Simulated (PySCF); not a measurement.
**Hf(BH4)4: how settings move a single point**

Which settings matter for Hf(BH4)4? Each run alters one on purpose. The species was built from a template and needn't be a known compound.

Program: PySCF 2.14.0. Level of theory: TPSS, Hf def2-SVP with ECP60, B def2-SVP, H def2-SVP; scalar-relativistic core potentials, no spin–orbit coupling. These are calculated values, not measurements.

5 further runs of the same task are left out: 2 for a known fault of the program, 2 that didn't finish, 1 set aside as unsound or not needed.

### 1 The system as given

21 atoms, charge 0, spin multiplicity 1.

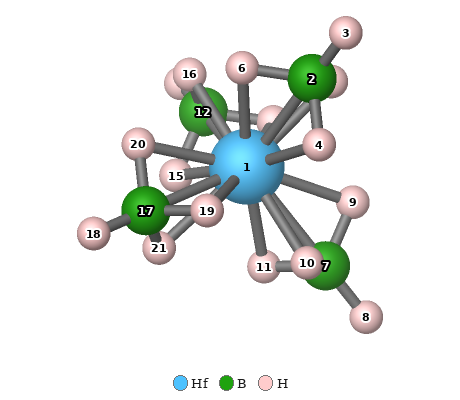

The geometry (hafnium blue, boron green, hydrogen pink); atoms are numbered from 1 in the order of the file.

As a file:

```mol
B4H16Hf
  3D, bonds by distance, orders not assigned

 21 32  0  0  0  0  0  0  0  0999 V2000
   -0.0000    0.0000   -0.0529 Hf  0  0
    1.2763    1.3985    1.2854 B   0  0
    1.9362    2.1242    1.9768 H   0  0
    0.0605    1.3521    1.6056 H   0  0
    1.6514    0.1980    1.2951 H   0  0
    1.2703    1.7170    0.0685 H   0  0
   -1.2763   -1.3985    1.2854 B   0  0
   -1.9362   -2.1242    1.9768 H   0  0
   -0.0605   -1.3521    1.6056 H   0  0
   -1.6515   -0.1980    1.2951 H   0  0
   -1.2703   -1.7170    0.0685 H   0  0
    1.3989   -1.2774   -1.3895 B   0  0
    2.1235   -1.9364   -2.0829 H   0  0
    1.4179   -1.6006   -0.1738 H   0  0
    0.1844   -1.3375   -1.7128 H   0  0
    1.6653   -0.0476   -1.3943 H   0  0
   -1.3989    1.2774   -1.3895 B   0  0
   -2.1235    1.9364   -2.0829 H   0  0
   -1.4179    1.6006   -0.1738 H   0  0
   -0.1844    1.3375   -1.7128 H   0  0
   -1.6653    0.0476   -1.3943 H   0  0
  1  2  8  0
  1  4  8  0
  1  5  8  0
  1  6  8  0
  1  7  8  0
  1  9  8  0
  1 10  8  0
  1 11  8  0
  1 12  8  0
  1 14  8  0
  1 15  8  0
  1 16  8  0
  1 17  8  0
  1 19  8  0
  1 20  8  0
  1 21  8  0
  2  3  8  0
  2  4  8  0
  2  5  8  0
  2  6  8  0
  7  8  8  0
  7  9  8  0
  7 10  8  0
  7 11  8  0
 12 13  8  0
 12 14  8  0
 12 15  8  0
 12 16  8  0
 17 18  8  0
 17 19  8  0
 17 20  8  0
 17 21  8  0
M  END
```

Formal oxidation states: Hf +4. An earlier session relaxed this geometry at TPSS, Hf def2-SVP with ECP60, B def2-SVP, H def2-SVP (singlet, point group T).

The sound run used a (50, 194) grid (finer on f atoms), a threshold of 1e-8 and at most 55 cycles, and ended at -157.086775 Eh.

### 2 Altered run 1

Input file run.py (the lines that set the calculation):

```python
mol = gto.M(atom='''
Hf     0.00000     0.00000    -0.05286
B      1.27630     1.39855     1.28543
H      1.93622     2.12422     1.97685
H      0.06050     1.35206     1.60555
H      1.65143     0.19801     1.29513
H      1.27033     1.71697     0.06846
B     -1.27631    -1.39855     1.28542
H     -1.93622    -2.12422     1.97685
H     -0.06051    -1.35206     1.60555
H     -1.65145    -0.19801     1.29512
H     -1.27034    -1.71698     0.06846
B      1.39893    -1.27740    -1.38952
H      2.12351    -1.93639    -2.08292
H      1.41786    -1.60058    -0.17383
H      0.18439    -1.33751    -1.71284
H      1.66528    -0.04763    -1.39428
B     -1.39895     1.27738    -1.38952
H     -2.12355     1.93636    -2.08291
H     -1.41788     1.60056    -0.17383
H     -0.18441     1.33750    -1.71284
H     -1.66528     0.04760    -1.39428''',
    basis={'Hf': 'def2-SVP', 'B': 'def2-SVP', 'H': 'def2-SVP'},
    ecp={'Hf': 'def2-SVP'},
    charge=0, spin=0)
mf = dft.RKS(mol, xc='TPSS')
mf.grids.atom_grid = (50, 194)
mf = mf.density_fit()  # fitting sets: Hf def2-universal-JKFIT, B def2-universal-JKFIT, H def2-universal-JKFIT
mf.conv_tol = 0.001; mf.max_cycle = 55
mf.kernel(dm0)  # dm0: free metal ions and neutral atoms
```

Launch:

```
$ OMP_NUM_THREADS=4 python run.py
```

The program printed:

```text
init E= -158.986779514559
  HOMO = -0.369647387661169  LUMO = -0.177466070001099  gap/eV = 5.22952
cycle= 1 E= -156.907087859147  delta_E= 2.08  |g|= 0.764  |ddm|= 4.72
  HOMO = -0.26652341795212  LUMO = 0.0221670100520068  gap/eV = 7.85567
cycle= 2 E= -156.601215525992  delta_E= 0.306  |g|= 1.12  |ddm|= 2.92
  HOMO = -0.316321739228438  LUMO = -0.0783834265080829  gap/eV = 6.47463
cycle= 3 E= -157.083558677232  delta_E= -0.482  |g|=  0.1  |ddm|= 1.84
  HOMO = -0.320445461011937  LUMO = -0.0718580847356998  gap/eV = 6.76441
cycle= 4 E= -157.086670198995  delta_E= -0.00311  |g|= 0.0174  |ddm|= 0.113
  HOMO = -0.317167648956437  LUMO = -0.0702444135501364  gap/eV = 6.71912
cycle= 5 E= -157.086768649334  delta_E= -9.85e-05  |g|= 0.00434  |ddm|= 0.0324
  HOMO = -0.317999111778656  LUMO = -0.0707012128587497  gap/eV = 6.72932
Extra cycle  E= -157.086767998292  delta_E= 6.51e-07  |g|= 0.00456  |ddm|= 0.0105
converged SCF energy = -157.086767998292
```

Run time: 11 s. Hardware: 4 threads of Intel Xeon Platinum 8488C (Sapphire Rapids), shared host.

Changed: the SCF threshold (0.001). It converges in 5 cycles, at the sound run's energy within 0.001 eV, with a largest force component of 0.01 eV/Å. The result survives the change.

### 3 Altered run 2

Edit run.py (the lines that set the calculation) of step 2 so:

```diff
@@ -28,3 +28,3 @@
 mf = mf.density_fit()  # fitting sets: Hf def2-universal-JKFIT, B def2-universal-JKFIT, H def2-universal-JKFIT
-mf.conv_tol = 0.001; mf.max_cycle = 55
-mf.kernel(dm0)  # dm0: free metal ions and neutral atoms
+mf.conv_tol = 1e-08; mf.max_cycle = 55
+mf.kernel(dm0)  # dm0: smeared density
```

Launch:

```
$ OMP_NUM_THREADS=4 python run.py
```

The program printed:

```text
init E= -157.041876009497
  HOMO = -0.317749049701968  LUMO = -0.0667891527107763  gap/eV = 6.82897
cycle= 1 E= -157.086236791115  delta_E= -0.0444  |g|= 0.0407  |ddm|= 0.136
  HOMO = -0.319319431516705  LUMO = -0.0801342676386413  gap/eV = 6.50856
cycle= 2 E= -157.084106190593  delta_E= 0.00213  |g|= 0.0896  |ddm|= 0.155
  HOMO = -0.317360425980691  LUMO = -0.07029817045121  gap/eV = 6.72291
cycle= 3 E= -157.086774269948  delta_E= -0.00267  |g|= 0.00171  |ddm|= 0.113
  HOMO = -0.317604936327214  LUMO = -0.0705197110856036  gap/eV = 6.72353
cycle= 4 E= -157.086775272827  delta_E= -1e-06  |g|= 0.000177  |ddm|= 0.00418
  HOMO = -0.317582502979395  LUMO = -0.070512957582472  gap/eV = 6.72310
cycle= 5 E= -157.086775284401  delta_E= -1.16e-08  |g|= 5.85e-05  |ddm|= 0.000407
  HOMO = -0.317587983672536  LUMO = -0.0705155362655546  gap/eV = 6.72318
cycle= 6 E= -157.086775285424  delta_E= -1.02e-09  |g|= 2.78e-05  |ddm|= 0.000109
  HOMO = -0.317586251002868  LUMO = -0.0705151553952736  gap/eV = 6.72315
Extra cycle  E= -157.086775285099  delta_E= 3.25e-10  |g|= 4.07e-05  |ddm|= 9.03e-05
converged SCF energy = -157.086775285099
```

Wall time 12 s (4 threads of Intel Xeon Platinum 8488C (Sapphire Rapids), shared host).

Changed: the starting guess (smeared density). It converges in 6 cycles, at the sound run's energy within 0.001 eV, with a largest force component of 0.01 eV/Å. The result survives the change.

### 4 Altered run 3

Input file run.py (the lines that set the calculation):

```python
mol = gto.M(atom='''
Hf     0.00000     0.00000    -0.05550
B      1.34012     1.46848     1.34970
H      2.03303     2.23043     2.07569
H      0.06353     1.41967     1.68583
H      1.73401     0.20791     1.35989
H      1.33384     1.80282     0.07188
B     -1.34013    -1.46848     1.34969
H     -2.03304    -2.23044     2.07569
H     -0.06354    -1.41966     1.68583
H     -1.73402    -0.20791     1.35988
H     -1.33385    -1.80283     0.07188
B      1.46887    -1.34127    -1.45900
H      2.22969    -2.03321    -2.18706
H      1.48875    -1.68061    -0.18252
H      0.19361    -1.40438    -1.79848
H      1.74854    -0.05001    -1.46400
B     -1.46889     1.34125    -1.45900
H     -2.22973     2.03318    -2.18705
H     -1.48878     1.68059    -0.18252
H     -0.19363     1.40437    -1.79849
H     -1.74855     0.04998    -1.46399''',
    basis={'Hf': 'def2-SVP', 'B': 'def2-SVP', 'H': 'def2-SVP'},
    ecp={'Hf': 'def2-SVP'},
    charge=0, spin=0)
mf = dft.RKS(mol, xc='TPSS')
mf.grids.atom_grid = (50, 194)
mf = mf.density_fit()  # fitting sets: Hf def2-universal-JKFIT, B def2-universal-JKFIT, H def2-universal-JKFIT
mf.conv_tol = 1e-08; mf.max_cycle = 55
mf.kernel(dm0)  # dm0: free metal ions and neutral atoms
```

Launch:

```
$ OMP_NUM_THREADS=4 python run.py
```

The program printed:

```text
init E= -158.653403835443
  HOMO = -0.351330902941778  LUMO = -0.192650444005335  gap/eV = 4.31792
cycle= 1 E= -156.814068348886  delta_E= 1.84  |g|= 0.869  |ddm|= 4.61
  HOMO = -0.269014729680189  LUMO = 0.0209752820545157  gap/eV = 7.89103
cycle= 2 E= -156.385237001337  delta_E= 0.429  |g|= 1.26  |ddm|= 3.19
  HOMO = -0.313364139676088  LUMO = -0.103460728839734  gap/eV = 5.71176
cycle= 3 E= -157.050551519057  delta_E= -0.665  |g|= 0.107  |ddm|= 2.06
  HOMO = -0.314769457147275  LUMO = -0.0962310940880521  gap/eV = 5.94673
cycle= 4 E= -157.054431712617  delta_E= -0.00388  |g|= 0.0113  |ddm|= 0.11
  HOMO = -0.312282097931445  LUMO = -0.0944839245904537  gap/eV = 5.92659
cycle= 5 E= -157.054471228269  delta_E= -3.95e-05  |g|= 0.00465  |ddm|= 0.0249
  HOMO = -0.312863882976688  LUMO = -0.0949788581802778  gap/eV = 5.92895
cycle= 6 E= -157.054478759626  delta_E= -7.53e-06  |g|= 0.00119  |ddm|= 0.00681
  HOMO = -0.312807000679031  LUMO = -0.0947928813292473  gap/eV = 5.93247
cycle= 7 E= -157.054479258157  delta_E= -4.99e-07  |g|= 0.000171  |ddm|= 0.00165
  HOMO = -0.312805581082523  LUMO = -0.0948094819443855  gap/eV = 5.93198
cycle= 8 E= -157.054479269963  delta_E= -1.18e-08  |g|= 1.48e-05  |ddm|= 0.000286
  HOMO = -0.312805621453029  LUMO = -0.0948107249476836  gap/eV = 5.93194
cycle= 9 E= -157.054479269982  delta_E= -1.94e-11  |g|= 1.35e-05  |ddm|= 4.1e-05
  HOMO = -0.312806362600118  LUMO = -0.0948099976394857  gap/eV = 5.93198
Extra cycle  E= -157.054479269872  delta_E= 1.1e-10  |g|= 2.14e-05  |ddm|= 4.57e-05
converged SCF energy = -157.054479269872
```

It took 14 s on 4 threads of Intel Xeon Platinum 8488C (Sapphire Rapids), shared host.

Changed: the scale of all coordinates (1.05). It converges in 9 cycles, +0.879 eV from the sound run, with a largest force component of 0.81 eV/Å. The setting is unsound, so these numbers aren't the compound's.

### 5 Altered run 4

Input file run.py (the lines that set the calculation):

```python
mol = gto.M(atom='''
Hf     0.00000     0.00000    -0.05286
B      1.27630     1.39855     1.28543
H      1.93622     2.12422     1.97685
H      0.06050     1.35206     1.60555
H      1.65143     0.19801     1.29513
H      1.27033     1.71697     0.06846
B     -1.27631    -1.39855     1.28542
H     -1.93622    -2.12422     1.97685
H     -0.06051    -1.35206     1.60555
H     -1.65145    -0.19801     1.29512
H     -1.27034    -1.71698     0.06846
B      1.39893    -1.27740    -1.38952
H      2.12351    -1.93639    -2.08292
H      1.41786    -1.60058    -0.17383
H      0.18439    -1.33751    -1.71284
H      1.66528    -0.04763    -1.39428
B     -1.39895     1.27738    -1.38952
H     -2.12355     1.93636    -2.08291
H     -1.41788     1.60056    -0.17383
H     -0.18441     1.33750    -1.71284
H     -1.66528     0.04760    -1.39428''',
    basis={'Hf': 'def2-SVP', 'B': 'def2-SVP', 'H': 'def2-SVP'},
    ecp={'Hf': 'def2-SVP'},
    charge=0, spin=0)
mf = dft.RKS(mol, xc='TPSS')
mf.grids.atom_grid = (50, 194)
mf = mf.density_fit()  # fitting sets: Hf def2-universal-JKFIT, B def2-universal-JKFIT, H def2-universal-JKFIT
mf.conv_tol = 1e-08; mf.max_cycle = 91
mf.kernel(dm0)  # dm0: core Hamiltonian
```

Launch:

```
$ OMP_NUM_THREADS=4 python run.py
```

The program printed:

```text
init E= -94.4542139026056
  HOMO = 0.151110256385528  LUMO = 0.284292643170664  gap/eV = 3.62408
cycle= 1 E= -82.9102105867425  delta_E= 11.5  |g|= 7.79  |ddm|= 84.8
  HOMO = -3.39841676845953  LUMO = -2.9640147671151  gap/eV = 11.82068
cycle= 2 E= -72.993354322138  delta_E= 9.92  |g|= 11.1  |ddm|= 83.3
cycle= 3 E= -136.914337456258  delta_E= -63.9  |g|= 6.34  |ddm|= 38.6
  HOMO = -0.493814582923843  LUMO = -0.456418994530662  gap/eV = 1.01759
cycle= 4 E= -154.180987638384  delta_E= -17.3  |g|= 2.67  |ddm|= 9.44
  HOMO = -0.355318098970919  LUMO = -0.15376851532779  gap/eV = 5.48444
cycle= 5 E= -157.025629566955  delta_E= -2.84  |g|= 0.447  |ddm|= 5.23
  HOMO = -0.307290552238524  LUMO = -0.0394965387718025  gap/eV = 7.28705
cycle= 6 E= -157.061470042403  delta_E= -0.0358  |g|= 0.274  |ddm|= 1.01
  HOMO = -0.312399124271735  LUMO = -0.0666036871368815  gap/eV = 6.68843
cycle= 7 E= -157.086581029267  delta_E= -0.0251  |g|= 0.0222  |ddm|= 0.382
  HOMO = -0.317943635174472  LUMO = -0.0709789673539585  gap/eV = 6.72025
cycle= 8 E= -157.086738494567  delta_E= -0.000157  |g|= 0.0101  |ddm|= 0.0455
  HOMO = -0.317569329405377  LUMO = -0.0703453712831043  gap/eV = 6.72731
cycle= 9 E= -157.086773262128  delta_E= -3.48e-05  |g|= 0.00239  |ddm|= 0.0148
  HOMO = -0.317529587115201  LUMO = -0.0703901340851289  gap/eV = 6.72501
cycle= 10 E= -157.086774709021  delta_E= -1.45e-06  |g|= 0.00128  |ddm|= 0.00377
  HOMO = -0.317565655042724  LUMO = -0.0704423394264066  gap/eV = 6.72457
cycle= 11 E= -157.086775181873  delta_E= -4.73e-07  |g|= 0.000555  |ddm|= 0.0013
  HOMO = -0.317579468986756  LUMO = -0.0705089809033546  gap/eV = 6.72313
cycle= 12 E= -157.086775282531  delta_E= -1.01e-07  |g|= 8.91e-05  |ddm|= 0.00075
  HOMO = -0.317588288051368  LUMO = -0.0705170530805618  gap/eV = 6.72315
cycle= 13 E= -157.086775285605  delta_E= -3.07e-09  |g|= 1.72e-05  |ddm|= 0.00021
  HOMO = -0.317585704286205  LUMO = -0.0705108160959514  gap/eV = 6.72325
Extra cycle  E= -157.086775285287  delta_E= 3.18e-10  |g|= 3.52e-05  |ddm|= 7.54e-05
converged SCF energy = -157.086775285287
```

It took 17 s on 4 threads of Intel Xeon Platinum 8488C (Sapphire Rapids), shared host.

Changed: the starting guess (bare core Hamiltonian); the cycle limit is 91. It converges in 13 cycles, at the sound run's energy within 0.001 eV, with a largest force component of 0.01 eV/Å. The result survives the change.

### 6 Side by side

| run | changed | ending | energy change (eV) | cycles | time | usable |
| --- | --- | --- | --- | --- | --- | --- |
| 1 | the SCF threshold | converged | 0.000 | 5 | 11 s | yes |
| 2 | the starting guess | converged | 0.000 | 6 | 12 s | yes |
| 3 | the scale of all coordinates | converged | +0.879 | 9 | 14 s | no |
| 4 | the starting guess | converged | 0.000 | 13 | 17 s | yes |

3 of 4 altered runs give a usable result. 1 ended normally with numbers unfit to quote.
